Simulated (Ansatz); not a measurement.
The figure comes from a scan of TiO$_{2}$ (rutile): the cell is scaled evenly about its relaxed volume V₀. Computed with PBE (plane waves to 420 eV, PAW, scalar-relativistic; Ansatz, a quantum-chemistry and plane-wave program). k mesh 7×7×11 (Γ-centred), Fermi-Dirac smearing 0.05 eV. Energies are smeared free energies. The PAW data are Ansatz's earlier set. TiO2 is run without spin polarisation. TiO2 was relaxed with its symmetry unable to fall. The zero of ΔE is the relaxed starting cell.

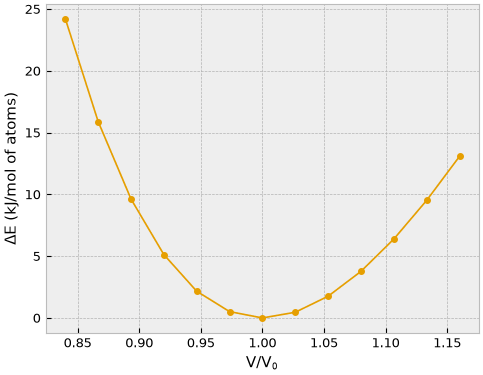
Fig. 1. ΔE (kJ/mol of atoms) against V/V₀; markers are the computed points, lines only join them.

Task: Read the plotted values off the figure, to the accuracy that the plot allows.

Result: To the nearest 0.5:

```
V/V₀   ΔE (kJ/mol of atoms)
-----  --------------------
0.840                  24.0
0.867                  16.0
0.893                   9.5
0.920                   5.0
0.947                   2.0
0.973                   0.5
1.000                   0.0
1.027                   0.5
1.053                   2.0
1.080                   4.0
1.107                   6.5
1.133                   9.5
1.160                  13.0
```

(A scan under strain: stresses follow from slopes of the energy per volume, elastic moduli from its curvatures.)
